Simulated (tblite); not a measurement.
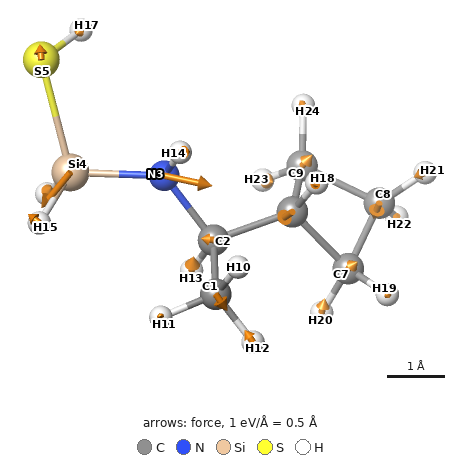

Starting geometry of C$_{6}$H$_{15}$NSSi with the computed forces as orange arrows. The picture is a ball-and-stick view, seen at a tilt.

The calculation used GFN2-xTB geometry optimisation, gas phase in tblite. 

Question: Is this structure relaxed? If not, where do the atoms go?

Answer: It isn't relaxed: the largest force vector, on the Si atom, is 1.82 eV/Å. The final displacements have little in common with the starting forces (cosine between the two patterns 0.16). Over 122 geometry steps the energy falls by 0.381 eV. The atom that moves furthest after the best rigid fit is an H atom (0.70 Å). By element the largest moves are H 0.70 Å, C 0.31 Å, Si 0.24 Å, S 0.23 Å, N 0.09 Å. Some distances before and after: H–Si 1.498 → 1.459 Å, S–Si 2.116 → 2.150 Å, N–Si 1.678 → 1.706 Å, C–N 1.475 → 1.448 Å. Among the angles between lasting bonds that change: N–Si–H 108.2° → 119.1°, Si–N–H 108.4° → 119.1°, S–Si–H 110.8° → 102.7°.
